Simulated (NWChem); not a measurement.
# C2H3Cl (SMILES C=CCl) at 6 levels

We compute a comparison of 6 runs (HF/STO-3G, HF/3-21G, HF/6-31G, HF/6-31G**, B3LYP/6-31G*, r2SCAN/def2-SVPD) of C2H3Cl. 

The results are computed with NWChem 7.3.0.

3 further runs of the same task are left out: 3 set aside as unsound or not needed. Runs told in other sessions of the task aren't counted.

**1. The molecule**

C2H3Cl has 6 atoms, charge 0, and is taken as a singlet. As SMILES, `C=CCl`. Geometry: relaxed at PBE0-D4/def2-TZVP.

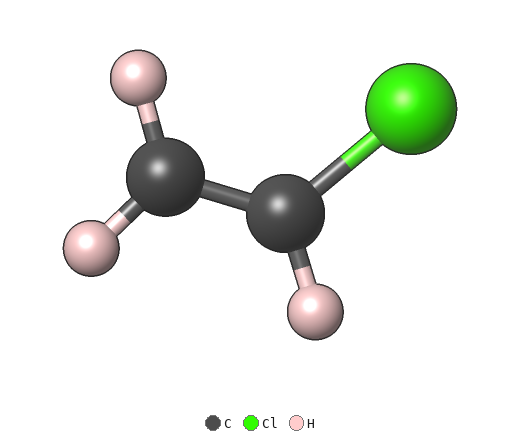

The structure, seen from a chosen angle (carbon dark grey, chlorine green, hydrogen pink).

**2. Energy and forces at HF/STO-3G (run 1)**

The input, run.py:

```python
from ase import Atoms
from ase.calculators.nwchem import NWChem

atoms = Atoms('CCClHHH', positions=[
    [-0.461860, 0.202020, -0.539180],
    [0.378470, -0.011560, 0.455830],
    [0.897380, -1.579540, 0.939640],
    [-0.883050, -0.607730, -1.121290],
    [-0.744690, 1.217510, -0.788270],
    [0.813760, 0.779300, 1.053260],
])

calc = NWChem(
    label='c2h3cl',
    theory='scf',
    memory='2200 mb',
    basis='STO-3G',
    basispar='spherical bse',
    scf={'nopen': '0', 'rhf': None, 'thresh': '1e-08', 'maxiter': '80'},
)
atoms.calc = calc

forces = atoms.get_forces()
e = atoms.get_potential_energy()
print(f"E = {e:.6f} eV")
print("forces (eV/A):")
for s, f in zip(atoms.symbols, forces):
    print(f"{s:2s} {f[0]:10.5f} {f[1]:10.5f} {f[2]:10.5f}")
print("dipole (e A):", atoms.get_dipole_moment().round(4))
```

Run with:

```sh
$ export ASE_NWCHEM_COMMAND="nwchem PREFIX.nwi > PREFIX.nwo"
$ python run.py
```

Log:

```text
E = -14451.322127 eV
forces (eV/A):
C     0.68582   -0.09441    0.81915
C    -1.19510    1.88688   -1.27095
Cl    0.61239   -1.93522    0.56323
H    -0.03337    0.09282   -0.03188
H    -0.06387   -0.09194   -0.08541
H    -0.00581    0.14187    0.00581
dipole (e A): [-0.1508  0.3733 -0.1482]
```

The calculator wrote c2h3cl.nwi:

```
title "c2h3cl"

permanent_dir c2h3cl

scratch_dir c2h3cl

start c2h3cl

geometry units angstrom nocenter noautosym noautoz
  C  -4.6185999999999999e-01 2.0202000000000001e-01 -5.3917999999999999e-01
  C  3.7846999999999997e-01 -1.1560000000000001e-02 4.5583000000000001e-01
  Cl 8.9737999999999996e-01 -1.5795399999999999e+00 9.3964000000000003e-01
  H  -8.8305000000000000e-01 -6.0772999999999999e-01 -1.1212899999999999e+00
  H  -7.4468999999999996e-01 1.2175100000000001e+00 -7.8827000000000003e-01
  H  8.1376000000000004e-01 7.7929999999999999e-01 1.0532600000000001e+00
end

memory 2200 mb

basis spherical bse noprint
   * library STO-3G
end

scf
  nopen 0
  rhf
  thresh 1e-08
  maxiter 80
end

task scf gradient
```

c2h3cl.nwo:

```text
Northwest Computational Chemistry Package (NWChem) 7.3.0
             --------------------------------------------------------

           Job information
           ---------------

    nwchem branch   = 7.3.0
    use scalapack   = T
    input           = c2h3cl.nwi
    prefix          = c2h3cl.
    data base       = c2h3cl/c2h3cl.db
    status          = startup
    nproc           =        1

           Memory information
           ------------------

    heap     =     72089598 doubles =      550.0 Mbytes
    stack    =     72089595 doubles =      550.0 Mbytes
    global   =    144179200 doubles =     1100.0 Mbytes (distinct from heap & stack)
    total    =    288358393 doubles =     2200.0 Mbytes
    verify   = yes
    hardfail = no

[... 130 lines left out ...]
 Convergence threshold     :          1.000E-08
[... 13 lines left out ...]
       Final RHF  results
[... 3 lines left out ...]
      One-electron energy =   -909.846321902606
[... 1 line left out ...]
 Nuclear repulsion energy =     89.268863439976
[... 30 lines left out ...]
                       ROHF Final Molecular Orbital Analysis
[... 190 lines left out ...]
                 ----------------------------------------
                 |  Time  |  1-e(secs)   |  2-e(secs)   |
                 ----------------------------------------
                 |  CPU   |       0.00   |       0.08   |
                 ----------------------------------------
                 |  WALL  |       0.00   |       0.08   |
                 ----------------------------------------

 Task  times  cpu:        0.5s     wall:        0.5s
 Total times  cpu:        0.5s     wall:        0.5s
```

Run time: 1.5 s. Hardware: 1 thread of Intel Xeon 6975P-C (Granite Rapids), shared host; peak memory 0.1 GiB.

**3. Energy and forces at HF/3-21G (run 2)**

The input, job.nw:

```
start job
memory 2200 mb
geometry noautosym nocenter noautoz
  C     -0.461860     0.202020    -0.539180
  C      0.378470    -0.011560     0.455830
  Cl     0.897380    -1.579540     0.939640
  H     -0.883050    -0.607730    -1.121290
  H     -0.744690     1.217510    -0.788270
  H      0.813760     0.779300     1.053260
end
basis spherical bse
  * library 3-21G
end
scf
  thresh 1e-08
  maxiter 80
  noprint "final vectors analysis"
end
task scf gradient
```

Run with:

```sh
$ nwchem job.nw > job.out
```

Log:

```text
[...]
  functions       =    37
[...]
  wavefunction    = RHF
[...]
         Total SCF energy =   -534.309825054550
      One-electron energy =   -912.974476711118
      Two-electron energy =    289.395788216592
 Nuclear repulsion energy =     89.268863439976
        Time for solution =      0.5s
[...]
                         RHF ENERGY GRADIENTS
    atom               coordinates                        gradient
                 x          y          z           x          y          z
   1 C      -0.872789   0.381762  -1.018902   -0.007175   0.000740  -0.008591
   2 C       0.715205  -0.021845   0.861394    0.019842  -0.052860   0.019143
   3 Cl      1.695802  -2.984898   1.775662   -0.013487   0.043014  -0.012369
   4 H      -1.668723  -1.148443  -2.118931   -0.003053  -0.006698  -0.004295
   5 H      -1.407260   2.300760  -1.489614   -0.001317   0.008410  -0.000827
   6 H       1.537783   1.472663   1.990373    0.005190   0.007393   0.006940
[...]
```

Run time: 1.2 s. Hardware: 1 thread of Intel Xeon 6975P-C (Granite Rapids), shared host; peak memory 0.1 GiB.

Runs 3 to 5 aren't shown in full; the table further down has their settings and results.

**4. Energy and gradient at r2SCAN/def2-SVPD (run 6)**

The input, geom.xyz:

```xyz
6
C2H3Cl
C     -0.461860     0.202020    -0.539180
C      0.378470    -0.011560     0.455830
Cl     0.897380    -1.579540     0.939640
H     -0.883050    -0.607730    -1.121290
H     -0.744690     1.217510    -0.788270
H      0.813760     0.779300     1.053260
```

The input, run.py:

```python
from ase.io import read
from ase.calculators.nwchem import NWChem

system = read('geom.xyz')

calc = NWChem(
    label='geom',
    theory='dft',
    memory='2200 mb',
    basis='def2-SVPD',
    basispar='spherical bse',
    dft={'xc': 'r2scan', 'mult': '1', 'grid': 'fine', 'convergence': 'energy 1e-08', 'iterations': '100', 'mulliken': None},
)
system.calc = calc

forces = system.get_forces()
print("Total energy (eV):", round(system.get_potential_energy(), 6))
print("forces (eV/A):")
for s, f in zip(system.symbols, forces):
    print(f"{s:2s} {f[0]:10.5f} {f[1]:10.5f} {f[2]:10.5f}")
print("dipole (e A):", system.get_dipole_moment().round(4))
```

Run with:

```sh
$ export ASE_NWCHEM_COMMAND="nwchem PREFIX.nwi > PREFIX.nwo"
$ python run.py
```

Log:

```text
Total energy (eV): -14637.37791
forces (eV/A):
C    -0.30833    0.06181   -0.36669
C     0.19643    0.07364    0.24389
Cl    0.16152   -0.44675    0.15432
H    -0.12053   -0.21870   -0.16537
H    -0.07029    0.28519   -0.05883
H     0.14120    0.24487    0.19268
dipole (e A): [-0.1009  0.2648 -0.0977]
```

The calculator wrote geom.nwi:

```
title "geom"

permanent_dir geom

scratch_dir geom

start geom

geometry units angstrom nocenter noautosym noautoz
  C  -4.6185999999999999e-01 2.0202000000000001e-01 -5.3917999999999999e-01
  C  3.7846999999999997e-01 -1.1560000000000001e-02 4.5583000000000001e-01
  Cl 8.9737999999999996e-01 -1.5795399999999999e+00 9.3964000000000003e-01
  H  -8.8305000000000000e-01 -6.0772999999999999e-01 -1.1212899999999999e+00
  H  -7.4468999999999996e-01 1.2175100000000001e+00 -7.8827000000000003e-01
  H  8.1376000000000004e-01 7.7929999999999999e-01 1.0532600000000001e+00
end

memory 2200 mb

basis spherical bse noprint
   * library def2-SVPD
end

dft
  xc r2scan
  mult 1
  grid fine
  convergence energy 1e-08
  iterations 100
  mulliken
end

task dft gradient
```

geom.nwo:

```text
Northwest Computational Chemistry Package (NWChem) 7.3.0
             --------------------------------------------------------

           Job information
           ---------------

    nwchem branch   = 7.3.0
    use scalapack   = T
    input           = geom.nwi
    prefix          = geom.
    data base       = geom/geom.db
    status          = startup
    nproc           =        1

           Memory information
           ------------------

    heap     =     72089600 doubles =      550.0 Mbytes
    stack    =     72089597 doubles =      550.0 Mbytes
    global   =    144179200 doubles =     1100.0 Mbytes (distinct from heap & stack)
    total    =    288358397 doubles =     2200.0 Mbytes
    verify   = yes
    hardfail = no

[... 101 lines left out ...]
  convergence criterion.
[... 37 lines left out ...]
          Spatial weights used:  Erf1
[... 73 lines left out ...]
         Total DFT energy =     -537.913720984095
[... 3 lines left out ...]
 Nuclear repulsion energy =       89.268863439976
[... 719 lines left out ...]
          Convergence on gradient requested:  5.00D-04
[... 24 lines left out ...]
          total energy or number of iterations.
[... 37 lines left out ...]
                 ----------------------------------------
                 |  Time  |  1-e(secs)   |  2-e(secs)   |
                 ----------------------------------------
                 |  CPU   |       0.00   |       1.73   |
                 ----------------------------------------
                 |  WALL  |       0.00   |       1.73   |
                 ----------------------------------------

 Task  times  cpu:       12.7s     wall:       12.7s
 Total times  cpu:       12.7s     wall:       12.7s
```

Wall time 14 s (1 thread of Intel Xeon 6975P-C (Granite Rapids), shared host); peak memory 0.12 GiB.

**5. The series**

```
run                               level  iteration cap  module  energy (Eh)  dipole moment (D)  HOMO energy (eV)  LUMO energy (eV)  wall time
  1                           HF/STO-3G             80     scf  -531.076297               2.06             -8.89              7.77      1.5 s
  2                            HF/3-21G             80     scf  -534.309825               2.10                 –                 –      1.2 s
  3                            HF/6-31G             80     scf  -536.878740               2.10            -10.17              4.16      3.6 s
  4    HF/6-31G** (spherical functions)             80     scf  -536.936841               1.78            -10.05              4.31      5.1 s
  5  B3LYP/6-31G* (spherical functions)            100     dft  -538.179855               1.51                 –                 –       11 s
  6                    r2SCAN/def2-SVPD            100     dft  -537.913721               1.44             -6.71             -1.10       14 s
```

**6. Summary of results**

| quantity | value |
| --- | --- |
| run 6: total energy | -537.91372 Eh |
| run 6: dipole moment | 1.44 D |
| run 6: HOMO energy | -6.71 eV |
| run 6: LUMO energy | -1.10 eV |
| run 6: HOMO–LUMO gap | 5.61 eV |
| run 6: largest force on an atom | 0.499 eV/Å |

The dipole moment (its size) runs from 1.44 D (r2SCAN/def2-SVPD) to 2.10 D (HF/6-31G). The two ends differ in method and basis. Over runs 1, 3, 4, 6 the HOMO–LUMO gap runs from 5.61 eV (r2SCAN/def2-SVPD) to 16.66 eV (HF/STO-3G). Totals of different functionals can't be ranked against each other. In run 1 the basis is minimal, so the values are rough. All runs together took 36 s, the longest 14 s.
